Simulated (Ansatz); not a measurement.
**Ligand exchange: C4H10Cd + SiH(NH2)(SiH3)2 → C3H9CdN + SiH(CH3)(SiH3)2**

Gas-phase species: C4H10Cd `[CH3][Cd][CH](C)C`, singlet; SiH(NH2)(SiH3)2, singlet; C3H9CdN `C[CH](C)[Cd][NH2]`, singlet; SiH(CH3)(SiH3)2, singlet. The partners trade CH3 for NH2: Cd–CH3 and Si–NH2 bonds give way to Cd–NH2 and Si–CH3.

Shapes, held fixed at every level: PBE0-D4/def2-TZVP. Flexible molecules stand in one conformer, not always the lowest. Programs: Ansatz 0.2.0. Electronic energies: no zero-point or thermal term.

```csv
level,kind,ΔE (kJ/mol),less CCSD(T)/def2-TZVPP
HF/def2-TZVPP,Hartree–Fock,+29.7,+7.7
PBE-D4/def2-TZVPP,GGA,+16.6,-5.4
B3LYP-D4/def2-TZVPP,global hybrid,+22.9,+0.9
wB97M-V/def2-TZVPP,range-separated hybrid,+23.6,+1.6
wB97X-V/def2-TZVPP,range-separated hybrid,+21.3,-0.7
MP2/def2-SVP,perturbation theory,+15.6,-6.4
CCSD/def2-SVP,coupled cluster or CI,+15.9,-6.1
CCSD(T)/def2-TZVPP,coupled cluster or CI,+22.0,0.0
```

The highest level, CCSD(T)/def2-TZVPP, gives ΔE = +22.0 kJ/mol; the levels span +15.6 to +29.7. The column of differences is taken from that level and isn't an error. No measured value is set beside it here. For atoms past krypton def2 sets carry core potentials with scalar relativity. Outer-core shells of Cd are correlated, in sets that cover them unevenly.

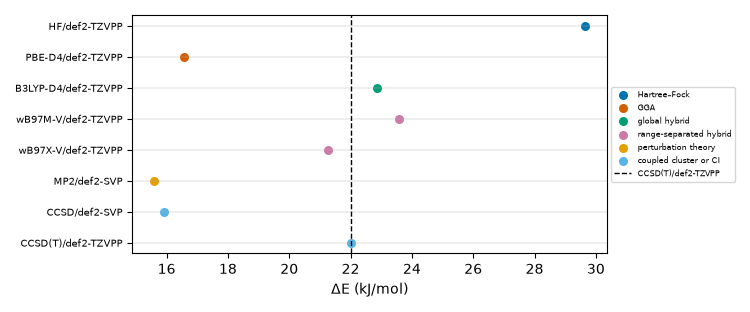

The values of the table, level by level.
